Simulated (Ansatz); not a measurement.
**CH₇BO₂Si: basis-set convergence**

How large a basis does CH₇BO₂Si need? Two functionals are run in growing sets.

The runs use Ansatz 0.2.0, Gaussian basis; one geometry, several basis sets.

Levels to be run: PBE0-D4/def2-SVP; ωB97M-V/def2-SVP; PBE0-D4/def2-QZVPP; ωB97M-V/def2-QZVPP; the functionals' def2-TZVPP values are taken from earlier runs.

### 1 The geometry

The geometry comes from an earlier relaxation with PBE0-D4 in a triple-zeta def2 set; it is a stationary point, not always the lowest conformer.

SMILES `COBO[SiH3]`, 12 atoms, charge 0, spin multiplicity 1.

Atoms are counted from 1 here; the program's logs count them from 0.

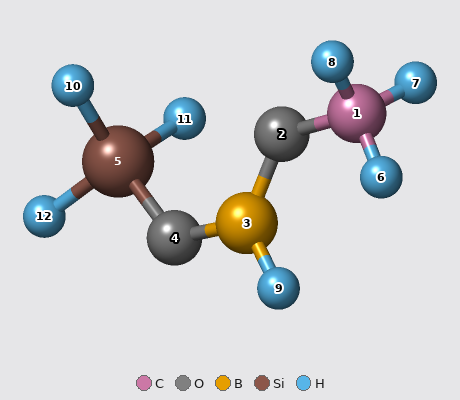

The structure; carbon pink, oxygen grey, boron amber, silicon brown, hydrogen blue; atoms are numbered from 1 in the order of the file.

### 2 PBE0-D4 in def2-SVP

Input file in.yaml:

```yaml
crystal:
  periodic: [false, false, false]
  atoms:
    - {symbol: C, position_ang: [-1.243080, -0.089563, 1.810927]}
    - {symbol: O, position_ang: [-0.422472, 0.080781, 0.676437]}
    - {symbol: B, position_ang: [-0.146342, -0.939807, -0.169958]}
    - {symbol: O, position_ang: [0.648066, -0.703044, -1.242183]}
    - {symbol: Si, position_ang: [1.381800, 0.699228, -1.727755]}
    - {symbol: H, position_ang: [-1.592010, -1.122094, 1.901081]}
    - {symbol: H, position_ang: [-0.676182, 0.176612, 2.705375]}
    - {symbol: H, position_ang: [-2.106122, 0.574766, 1.731927]}
    - {symbol: H, position_ang: [-0.589902, -2.039433, 0.015261]}
    - {symbol: H, position_ang: [0.373322, 1.757588, -1.986063]}
    - {symbol: H, position_ang: [2.344558, 1.168717, -0.699795]}
    - {symbol: H, position_ang: [2.105265, 0.381049, -2.981352]}
basis:
  gaussian: {orbitals: def2-SVP}
hamiltonian: {xc: pbe0, dispersion: d4}
output: {orbitals: {seedname: orbitals}}
```

The run is started by

```sh
$ ansatz run in.yaml --threads 4 --pin off --events-out ev --progress --plain --max-ram 10444MiB
```

Output:

```text
Functional definition: PBE0
  name "PBE0"
  cite "Adamo & Barone, J. Chem. Phys. 110, 6158 (1999) doi:10.1063/1.478522"
  cite "Perdew, Burke & Ernzerhof, Phys. Rev. Lett. 77, 3865 (1996) doi:10.1103/PhysRevLett.77.3865"
  parent pbe
  parameter a = 0.25
  parameter kappa = 0.804
  parameter beta = 0.06672455060314922
  exchange = (1 - a)*pbe_x(kappa = kappa, mu = beta*pi^2/3) + a*exact_x
  correlation = pbe_c(beta = beta)
1200 factors; their error is unknown
mean field evaluation 1: about -13779.8807 eV, gradient 5.3e1 eV
mean field evaluation 2: about -13774.8779 eV, gradient 7.5e1 eV
mean field evaluation 4: about -13785.0863 eV, gradient 2.7e0 eV
mean field evaluation 8: about -13785.1023 eV, gradient 3.5e-2 eV
mean field evaluation 16: about -13785.1560 eV, gradient 1.7e-5 eV
mean field -13785.15597130 eV, -506.5951380308 hartree, gradient 1.7e-5 eV, S^2 0.000000; 0 other end points of the search recorded, 0 dependent functions left out
reference -13785.15600188 eV, -506.5951391547 hartree; 24, 24 occupied and 85, 85 virtual orbitals, 1200 factors
Total energy: -13785.33426738 eV, -506.6016902912 hartree
```

Run time: 0.45 s. Hardware: 4 threads of AMD EPYC 9R45, shared host.

### 3 ωB97M-V in def2-SVP

Edit in.yaml of step 2 so:

```diff
@@ -17,3 +17,3 @@
   gaussian: {orbitals: def2-SVP}
-hamiltonian: {xc: pbe0, dispersion: d4}
+hamiltonian: {xc: {name: wB97M-V}}
 output: {orbitals: {seedname: orbitals}}
```

Launched as before.

Output, shortened:

```text
Functional definition: wB97M-V
  name "wB97M-V"
  cite "Mardirossian & Head-Gordon, J. Chem. Phys. 144, 214110 (2016) doi:10.1063/1.4952647"
  cite "Becke, J. Chem. Phys. 107, 8554 (1997) doi:10.1063/1.475007"
  cite "Vydrov & Van Voorhis, J. Chem. Phys. 133, 244103 (2010) doi:10.1063/1.3521275"
  # Of w^i u^j: cxij and so on, Table III.
[...]
  gx(w, u) = 1 - cx + cx01*u + cx10*w
  gss(w, u) = css00 + css04*u^4 + css10*w + css20*w^2 + css43*w^4*u^3
  gos(w, u) = cos00 + cos10*w + (cos20 + cos21*u)*w^2 + (cos60 + cos61*u)*w^6
[...]
      + integral(e_c_pw_mod_opposite_spin*gos(b97_w_opposite, b97_u_opposite)) + vv10(b, c)
1200 factors; their error is unknown
330 factors; integrals over basis functions are off by at most 1.1e-5 eV
[...]
mean field -13792.17838394 eV, -506.8532069354 hartree, gradient 3.0e-5 eV, S^2 0.000000; 0 other end points of the search recorded, 0 dependent functions left out
reference -13792.17843210 eV, -506.8532087053 hartree; 24, 24 occupied and 85, 85 virtual orbitals, 1200 factors
Total energy: -13792.17843210 eV, -506.8532087053 hartree
```

Wall time 1.4 s (4 threads of AMD EPYC 9R45, shared host).

### 4 PBE0-D4 in def2-QZVPP

Edit in.yaml of step 3 so:

```diff
@@ -16,4 +16,4 @@
 basis:
-  gaussian: {orbitals: def2-SVP}
-hamiltonian: {xc: {name: wB97M-V}}
+  gaussian: {orbitals: "def2-QZVPP.json"}
+hamiltonian: {xc: pbe0, dispersion: d4}
 output: {orbitals: {seedname: orbitals}}
```

Launched as before.

Output:

```text
Functional definition: PBE0
  name "PBE0"
  cite "Adamo & Barone, J. Chem. Phys. 110, 6158 (1999) doi:10.1063/1.478522"
  cite "Perdew, Burke & Ernzerhof, Phys. Rev. Lett. 77, 3865 (1996) doi:10.1103/PhysRevLett.77.3865"
  parent pbe
  parameter a = 0.25
  parameter kappa = 0.804
  parameter beta = 0.06672455060314922
  exchange = (1 - a)*pbe_x(kappa = kappa, mu = beta*pi^2/3) + a*exact_x
  correlation = pbe_c(beta = beta)
1551 factors; their error is unknown
mean field evaluation 1: about -13787.9429 eV, gradient 6.6e1 eV
mean field evaluation 2: about -13779.3269 eV, gradient 9.6e1 eV
mean field evaluation 4: about -13795.4706 eV, gradient 3.9e0 eV
mean field evaluation 8: about -13795.5094 eV, gradient 3.6e-1 eV
mean field evaluation 16: about -13795.5095 eV, gradient 7.5e-5 eV
mean field -13795.50948928 eV, -506.9756227987 hartree, gradient 7.5e-5 eV, S^2 0.000000; 0 other end points of the search recorded, 0 dependent functions left out
reference -13795.50953543 eV, -506.9756244948 hartree; 24, 24 occupied and 484, 484 virtual orbitals, 1551 factors
Total energy: -13795.68780093 eV, -506.9821756313 hartree
```

Wall time 3.2 s (4 threads of AMD EPYC 9R45, shared host); peak memory 1.8 GiB.

### 5 ωB97M-V in def2-QZVPP

Edit in.yaml of step 4 so:

```diff
@@ -17,3 +17,3 @@
   gaussian: {orbitals: "def2-QZVPP.json"}
-hamiltonian: {xc: pbe0, dispersion: d4}
+hamiltonian: {xc: {name: wB97M-V}}
 output: {orbitals: {seedname: orbitals}}
```

Same command.

Output, shortened:

```text
Functional definition: wB97M-V
  name "wB97M-V"
  cite "Mardirossian & Head-Gordon, J. Chem. Phys. 144, 214110 (2016) doi:10.1063/1.4952647"
  cite "Becke, J. Chem. Phys. 107, 8554 (1997) doi:10.1063/1.475007"
  cite "Vydrov & Van Voorhis, J. Chem. Phys. 133, 244103 (2010) doi:10.1063/1.3521275"
  # Of w^i u^j: cxij and so on, Table III.
[...]
  gx(w, u) = 1 - cx + cx01*u + cx10*w
  gss(w, u) = css00 + css04*u^4 + css10*w + css20*w^2 + css43*w^4*u^3
  gos(w, u) = cos00 + cos10*w + (cos20 + cos21*u)*w^2 + (cos60 + cos61*u)*w^6
[...]
      + integral(e_c_pw_mod_opposite_spin*gos(b97_w_opposite, b97_u_opposite)) + vv10(b, c)
1531 factors; their error is unknown
426 factors; integrals over basis functions are off by at most 1.1e-5 eV
[...]
mean field -13802.74090425 eV, -507.2413723973 hartree, gradient 2.0e-5 eV, S^2 0.000000; 0 other end points of the search recorded, 0 dependent functions left out
reference -13802.74097911 eV, -507.2413751483 hartree; 24, 24 occupied and 484, 484 virtual orbitals, 1531 factors
Total energy: -13802.74097911 eV, -507.2413751483 hartree
```

Run time: 7 s. Hardware: 4 threads of AMD EPYC 9R45, shared host; peak memory 2.2 GiB.

### 6 Functionals by basis

The def2-TZVPP values come from earlier runs at the same geometry.

| functional | basis | functions | energy (eV) | from the largest (eV) | HOMO (eV) | LUMO (eV) |
| --- | --- | --- | --- | --- | --- | --- |
| PBE0-D4 | def2-SVP | 109 | -13785.3343 | 10.354 | -8.59 | 0.82 |
| PBE0-D4 | def2-TZVPP | 264 | -13795.0611 | 0.627 | -8.70 | 0.44 |
| PBE0-D4 | def2-QZVPP | 508 | -13795.6878 | 0.000 | -8.72 | 0.26 |
| ωB97M-V | def2-SVP | 109 | -13792.1784 | 10.563 | -10.92 | 2.85 |
| ωB97M-V | def2-TZVPP | 264 | -13802.1557 | 0.585 | -11.05 | 2.05 |
| ωB97M-V | def2-QZVPP | 508 | -13802.7410 | 0.000 | -11.07 | 1.61 |

### 7 Results

| quantity | value |
| --- | --- |
| PBE0-D4: double and triple zeta above quadruple | 10.35, 0.63 eV |
| ωB97M-V: double and triple zeta above quadruple | 10.56, 0.59 eV |

For PBE0-D4 the step from double to triple zeta gains 9.73 eV and the next only 0.63 eV. These are total energies; as a rule much of such shifts cancels in differences, which this series doesn't test. The LUMO of ωB97M-V is positive and keeps falling with the basis (2.85 to 1.61 eV): an unbound level that the basis holds in place.

For PBE0-D4 the largest set took about 7 times as long as the smallest (3.2 s against 0.45 s).
